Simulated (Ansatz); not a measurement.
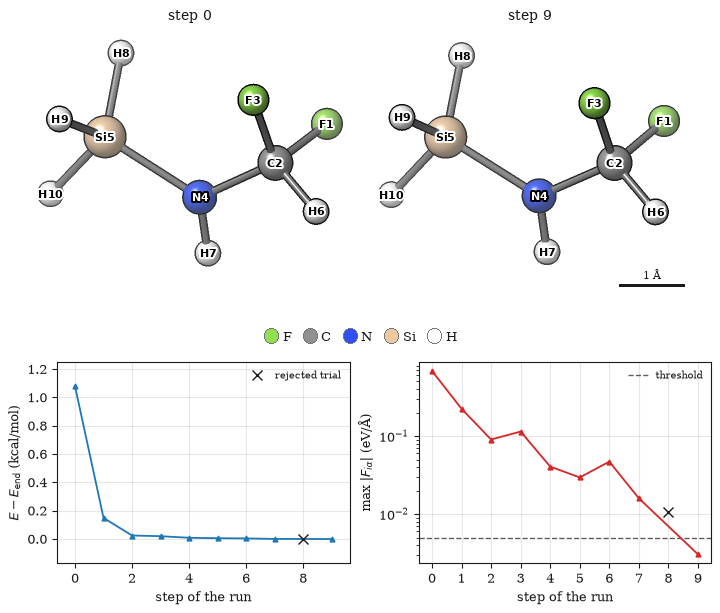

First and last geometry of a relaxation of CH$_{5}$F$_{2}$NSi, with the history of the run. A ball-and-stick model, seen at a tilt.

The start comes from PBE-D4/def2-SVP.

These are results of Ansatz, RKS PBE0-D4/def2-TZVP, not measurements. (force threshold 0.005 eV/Å; at most 150 steps)

Q: What do the curves and the structures tell?

A: It converged. Over 8 accepted moves (9 points after the start) the energy falls by 1.08 kcal/mol. The largest force component goes from 0.68 to 0.0031 eV/Å. The line search rejected the trial step at point 8 of the run. The atom that moves furthest after the best rigid fit is F3 (0.071 Å). By element the largest moves are F 0.071 Å, H 0.058 Å, N 0.025 Å, Si 0.016 Å, C 0.014 Å. Near-neighbour distances that change, for instance: N4–Si5 1.771 → 1.742 Å, C2–H6 1.115 → 1.094 Å, Si5–H10 1.502 → 1.484 Å, N4–H7 1.022 → 1.006 Å. The run took 30 s on 4 threads of Arm Neoverse V1 (shared host).
